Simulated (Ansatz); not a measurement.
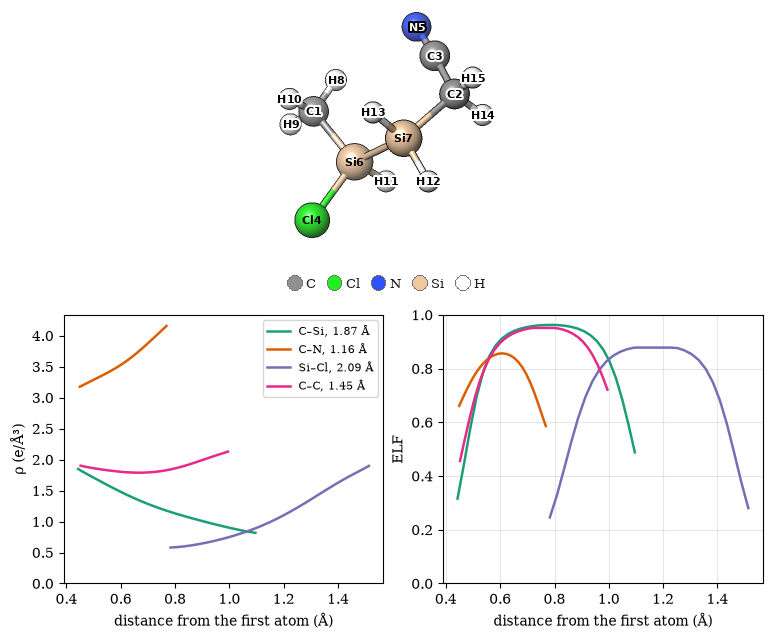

The picture shows: C$_{3}$H$_{8}$ClNSi$_{2}$. Electron density and electron localisation function along straight lines between neighbouring atoms. The curves leave out the atomic cores. The structure is drawn too.

Geometry: PBE0-D3(BJ)/def2-SVP.

Method: isolated molecule in a Gaussian basis; Kohn-Sham density functional theory, functional PBE0 (Ansatz 0.2.0).

```yaml
atoms:
  - { symbol: C, position_ang: [0.6503, 0.0611, 3.0683] }
  - { symbol: C, position_ang: [-1.5805, 0.5723, -0.5490] }
  - { symbol: C, position_ang: [-0.4823, 1.4600, -0.2337] }
  - { symbol: Cl, position_ang: [-1.4323, -2.3109, 3.7778] }
  - { symbol: N, position_ang: [0.4082, 2.1286, 0.0881] }
  - { symbol: Si, position_ang: [-1.0926, -0.5235, 2.7539] }
  - { symbol: Si, position_ang: [-1.4882, -1.0369, 0.4989] }
  - { symbol: H, position_ang: [0.8458, 0.9827, 2.4968] }
  - { symbol: H, position_ang: [0.8011, 0.2626, 4.1397] }
  - { symbol: H, position_ang: [1.3736, -0.7048, 2.7508] }
  - { symbol: H, position_ang: [-2.1006, 0.4674, 3.2375] }
  - { symbol: H, position_ang: [-2.7819, -1.7600, 0.3129] }
  - { symbol: H, position_ang: [-0.3738, -1.8770, -0.0349] }
  - { symbol: H, position_ang: [-2.5348, 1.0813, -0.3374] }
  - { symbol: H, position_ang: [-1.5699, 0.3197, -1.6212] }
```

Q: What can be read from the curves?

A: C–Si (1.87 Å): ρ is about 0.97 e/Å³ halfway; the ELF peaks at about 0.95 between the atoms, as expected for a shared electron pair.
C–N (1.16 Å): ρ is about 3.5 e/Å³ halfway; the ELF peaks at about 0.85 between the atoms: a short, multiple covalent bond.
Si–Cl (2.09 Å): the density is about 0.81 e/Å³ at the midpoint; the ELF peaks at about 0.90 between the atoms (a shared but strongly polarised pair).
C–C (1.45 Å): the density is about 1.8 e/Å³ at the midpoint; the ELF peaks at about 0.95 between the atoms: a covalent bond.
